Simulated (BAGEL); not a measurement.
# doublet AlCl3F at 5 levels

We compute a comparison of 5 runs (UHF/STO-3G, UHF/3-21G, ROHF/6-31G*, ROHF/def2-SVP, UHF/def2-SVP) of doublet AlCl3F. 

Program for the calculation: BAGEL 1.2.2.

## (1) Starting point

AlCl3F: 5 atoms, total charge 0, spin state doublet. SMILES of the parent species: `[F][Al-]([Cl])([Cl])[Cl]`. Geometry: a GFN2-xTB relaxation, a rough one for these elements and not checked as a minimum. That shape belongs to the parent species and isn't relaxed for this state.

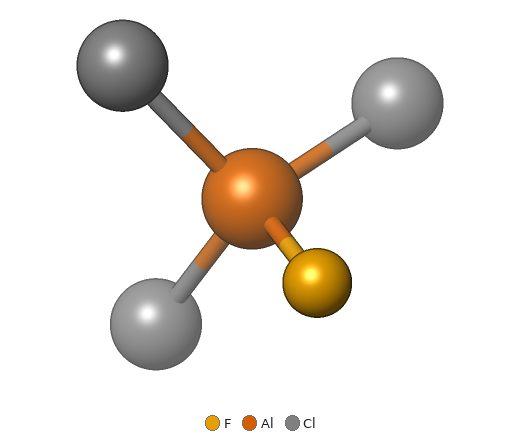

Viewed from a chosen angle; fluorine amber, aluminium orange, chlorine grey.

## (2) The energy at UHF/STO-3G (density fitting with qzvpp-jkfit) (run 1)

calc.json

```json
{ "bagel": [

{
  "title": "molecule",
  "basis": "sto-3g",
  "df_basis": "qzvpp-jkfit",
  "angstrom": true,
  "geometry": [
    { "atom": "F", "xyz": [   -0.663180,   -0.084090,    1.637130 ] },
    { "atom": "Al", "xyz": [   -0.029700,   -0.004260,    0.070280 ] },
    { "atom": "Cl", "xyz": [    1.699900,   -1.208570,   -0.037160 ] },
    { "atom": "Cl", "xyz": [   -1.476100,   -0.701090,   -1.299310 ] },
    { "atom": "Cl", "xyz": [    0.469090,    1.998020,   -0.370950 ] }
  ]
},
{ "title": "uhf", "nopen": 1 },
{ "title": "print", "file": "orbitals.molden", "orbitals": true }

]}
```

Command:

```bash
$ BAGEL_NUM_THREADS=1 BAGEL calc.json > calc.out
```

Output:

```text
* using 1 threads per process

  ===============================================================
  ===============================================================

  *** Geometry ***

  { "atom" : "F", "xyz" : [     -1.253229,     -0.158907,      3.093727 ] },
  { "atom" : "Al", "xyz" : [     -0.056125,     -0.008050,      0.132810 ] },
  { "atom" : "Cl", "xyz" : [      3.212345,     -2.283866,     -0.070222 ] },
  { "atom" : "Cl", "xyz" : [     -2.789425,     -1.324868,     -2.455340 ] },
  { "atom" : "Cl", "xyz" : [      0.886452,      3.775711,     -0.700994 ] },

  Number of auxiliary basis functions:      589

  Since a DF basis is specified, we compute 2- and 3-index integrals:
    o Being stored without compression. Storage requirement is 0.008 GB

  Number of basis functions:       41
  Number of electrons      :       73

    * METHOD: MOLECULE                             0.22

  *** Open-shell HF ***

  === Nuclear Repulsion ===
   413.8748783560

      * DIIS with orbital gradients will be used.

  === UHF iteration (sto-3g) ===
      0      -1700.82934652          0.02331271           0.11
      1      -1700.92751087          0.00467001           0.10
      2      -1700.93099346          0.00112555           0.10
      3      -1700.93124509          0.00035089           0.10
      4      -1700.93130136          0.00009568           0.11
      5      -1700.93131813          0.00010648           0.13
      6      -1700.93128178          0.00004863           0.13
      7      -1700.93127326          0.00000567           0.14
      8      -1700.93127332          0.00000433           0.13
      9      -1700.93127337          0.00000409           0.14
     10      -1700.93127346          0.00000401           0.14
     11      -1700.93127349          0.00000405           0.13
     12      -1700.93127348          0.00000380           0.13
     13      -1700.93127355          0.00000289           0.14
     14      -1700.93127368          0.00000189           0.12
     15      -1700.93127373          0.00000142           0.10
[... 63 lines of this table left out ...]
     79      -1700.93127377          0.00000001           0.10
     80      -1700.93127377          0.00000001           0.10
     81      -1700.93127377          0.00000001           0.10
     82      -1700.93127377          0.00000001           0.13
     83      -1700.93127377          0.00000001           0.13
     84      -1700.93127377          0.00000001           0.14
     85      -1700.93127377          0.00000001           0.13
     86      -1700.93127377          0.00000001           0.13
    * SCF iteration converged.

    * S^2 (UHF) is 0.7523

    * Permanent dipole moment:
           (   -0.068479,    -0.001879,     0.210458) a.u.

    * METHOD: UHF                                  9.75

    * METHOD: PRINT                                0.00

  ===============================================================
```

Wall time 10 s (1 thread of Arm Neoverse V2, shared host); peak memory 0.089 GiB.

## (3) A single-point energy at UHF/3-21G (density fitting with qzvpp-jkfit) (run 2)

calc.json: that of step 2 with these lines changed.

```diff
@@ -4,3 +4,3 @@
   "title": "molecule",
-  "basis": "sto-3g",
+  "basis": "3-21g",
   "df_basis": "qzvpp-jkfit",
@@ -15,4 +15,11 @@
 },
-{ "title": "uhf", "nopen": 1 },
-{ "title": "print", "file": "orbitals.molden", "orbitals": true }
+{
+  "title": "uhf",
+  "nopen": 1
+},
+{
+  "title": "print",
+  "file": "orbitals.molden",
+  "orbitals": true
+}
```

Command:

```bash
$ BAGEL_NUM_THREADS=1 BAGEL calc.json > calc.out
```

Output:

```text
* using 1 threads per process

  ===============================================================
  ===============================================================

  *** Geometry ***

  { "atom" : "F", "xyz" : [     -1.253229,     -0.158907,      3.093727 ] },
  { "atom" : "Al", "xyz" : [     -0.056125,     -0.008050,      0.132810 ] },
  { "atom" : "Cl", "xyz" : [      3.212345,     -2.283866,     -0.070222 ] },
  { "atom" : "Cl", "xyz" : [     -2.789425,     -1.324868,     -2.455340 ] },
  { "atom" : "Cl", "xyz" : [      0.886452,      3.775711,     -0.700994 ] },

  Number of auxiliary basis functions:      589

  Since a DF basis is specified, we compute 2- and 3-index integrals:
    o Being stored without compression. Storage requirement is 0.018 GB

  Number of basis functions:       61
  Number of electrons      :       73

    * METHOD: MOLECULE                             0.23

  *** Open-shell HF ***

  === Nuclear Repulsion ===
   413.8748783560

      * DIIS with orbital gradients will be used.

  === UHF iteration (3-21g) ===
      0      -1711.40215724          0.03536688           0.21
      1      -1711.49037700          0.02211842           0.21
      2      -1711.51278729          0.01321718           0.21
      3      -1711.52441245          0.00038227           0.21
      4      -1711.52452910          0.00013040           0.20
      5      -1711.52455148          0.00008392           0.21
      6      -1711.52456457          0.00009397           0.18
      7      -1711.52454865          0.00007263           0.16
      8      -1711.52453166          0.00001434           0.16
      9      -1711.52453208          0.00000676           0.16
     10      -1711.52453224          0.00000454           0.16
     11      -1711.52453234          0.00000402           0.16
     12      -1711.52453240          0.00000373           0.16
     13      -1711.52453244          0.00000386           0.16
     14      -1711.52453242          0.00000365           0.16
     15      -1711.52453242          0.00000351           0.16
[... 24 lines of this table left out ...]
     40      -1711.52453251          0.00000003           0.16
     41      -1711.52453251          0.00000002           0.16
     42      -1711.52453251          0.00000002           0.16
     43      -1711.52453251          0.00000002           0.16
     44      -1711.52453251          0.00000002           0.17
     45      -1711.52453251          0.00000002           0.16
     46      -1711.52453251          0.00000001           0.16
     47      -1711.52453251          0.00000001           0.16
    * SCF iteration converged.

    * S^2 (UHF) is 0.7678

    * Permanent dipole moment:
           (   -0.250921,    -0.025512,     0.657396) a.u.

    * METHOD: UHF                                  8.50

    * METHOD: PRINT                                0.01

  ===============================================================
```

Wall time 9 s (1 thread of Arm Neoverse V2, shared host); peak memory 0.12 GiB.

Runs 3 to 4 aren't shown in full; the table further down has their settings and results.

## (4) The energy at UHF/def2-SVP (density fitting with qzvpp-jkfit) (run 5)

calc.json

```json
{ "bagel" : [

{
  "title" : "molecule",
  "basis" : "svp",
  "df_basis" : "qzvpp-jkfit",
  "angstrom" : "true",
  "geometry" : [
    { "atom" : "F", "xyz" : [      -0.663180,      -0.084090,       1.637130 ] },
    { "atom" : "Al", "xyz" : [      -0.029700,      -0.004260,       0.070280 ] },
    { "atom" : "Cl", "xyz" : [       1.699900,      -1.208570,      -0.037160 ] },
    { "atom" : "Cl", "xyz" : [      -1.476100,      -0.701090,      -1.299310 ] },
    { "atom" : "Cl", "xyz" : [       0.469090,       1.998020,      -0.370950 ] }
  ]
},

{ "title" : "uhf", "nopen" : 1 },

{ "title" : "print", "file" : "orbitals.molden", "orbitals" : "true" }

]}
```

Command:

```bash
$ BAGEL_NUM_THREADS=1 BAGEL calc.json > calc.out
```

Output:

```text
* using 1 threads per process

  ===============================================================
  ===============================================================

  *** Geometry ***

  { "atom" : "F", "xyz" : [     -1.253229,     -0.158907,      3.093727 ] },
  { "atom" : "Al", "xyz" : [     -0.056125,     -0.008050,      0.132810 ] },
  { "atom" : "Cl", "xyz" : [      3.212345,     -2.283866,     -0.070222 ] },
  { "atom" : "Cl", "xyz" : [     -2.789425,     -1.324868,     -2.455340 ] },
  { "atom" : "Cl", "xyz" : [      0.886452,      3.775711,     -0.700994 ] },

  Number of auxiliary basis functions:      589

  Since a DF basis is specified, we compute 2- and 3-index integrals:
    o Being stored without compression. Storage requirement is 0.035 GB

  Number of basis functions:       86
  Number of electrons      :       73

    * METHOD: MOLECULE                             0.27

  *** Open-shell HF ***

  === Nuclear Repulsion ===
   413.8748783560

      * DIIS with orbital gradients will be used.

  === UHF iteration (svp) ===
      0      -1719.26031683          0.02912489           0.25
      1      -1719.35339357          0.01959360           0.28
      2      -1719.38756070          0.01221354           0.31
      3      -1719.40930945          0.00038884           0.32
      4      -1719.40949282          0.00012559           0.31
      5      -1719.40951591          0.00005354           0.28
      6      -1719.40952784          0.00005433           0.24
      7      -1719.40952802          0.00005495           0.24
      8      -1719.40950794          0.00001450           0.24
      9      -1719.40950762          0.00000433           0.24
     10      -1719.40950777          0.00000332           0.24
     11      -1719.40950784          0.00000263           0.24
     12      -1719.40950787          0.00000236           0.25
     13      -1719.40950792          0.00000211           0.24
     14      -1719.40950794          0.00000215           0.24
     15      -1719.40950794          0.00000210           0.24
[... 23 lines of this table left out ...]
     39      -1719.40950798          0.00000005           0.28
     40      -1719.40950798          0.00000004           0.24
     41      -1719.40950798          0.00000004           0.24
     42      -1719.40950798          0.00000003           0.23
     43      -1719.40950798          0.00000002           0.27
     44      -1719.40950798          0.00000001           0.32
     45      -1719.40950798          0.00000001           0.30
     46      -1719.40950798          0.00000001           0.24
    * SCF iteration converged.

    * S^2 (UHF) is 0.7732

    * Permanent dipole moment:
           (   -0.359632,    -0.039096,     0.927856) a.u.

    * METHOD: UHF                                 12.35

    * METHOD: PRINT                                0.01

  ===============================================================
```

Run time: 13 s. Hardware: 1 thread of Arm Neoverse V2, shared host; peak memory 0.16 GiB.

## (5) The series

```csv
run,level,energy (Eh),dipole moment (D),⟨S²⟩,wall time
1,UHF/STO-3G (density fitting with qzvpp-jkfit),-1700.931274,0.56,0.752,10 s
2,UHF/3-21G (density fitting with qzvpp-jkfit),-1711.524533,1.79,0.768,9 s
3,"ROHF/6-31G* (density fitting with qzvpp-jkfit, spherical functions)",-1719.920106,2.22,0.750,16 s
4,ROHF/def2-SVP (density fitting with qzvpp-jkfit),-1719.403249,2.49,0.750,13 s
5,UHF/def2-SVP (density fitting with qzvpp-jkfit),-1719.409508,2.53,0.773,13 s
```

## (6) What came out

| quantity | value |
| --- | --- |
| run 5: total energy | -1719.40951 Eh |
| run 5: dipole moment | 2.53 D |
| run 5: ⟨S²⟩ | 0.773 |

What this shows: The dipole moment (its size) runs from 0.56 D (UHF/STO-3G) to 2.53 D (UHF/def2-SVP). In run 1 the basis is minimal, so the values are rough. All runs together took 62 s, the longest 16 s.
